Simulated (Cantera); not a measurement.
A closed system holds: 1 mol MgO, 0.23 mol H2S, 0.35 mol O2, equilibrated at 0.133 bar.

These are equilibrium values from Cantera (NASA tables, ideal gas, pure condensed phases), not measurements of a reactor. Candidate condensed phases: H2O, H2SO4, Mg, MgO, Mg(OH)2, MgS, MgSO4, S; 26 gas species. Mutual solubility and eutectic melting of coexisting phases are not modelled. Rates play no part.

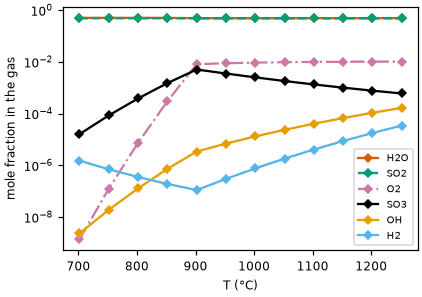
Figure: Equilibrium gas composition (values under 1e-9 drawn at 1e-9)

From 702 °C to 852 °C the condensed part is MgO(s) + MgSO4(s). From 902 °C to 1252 °C the condensed part is MgO(s).
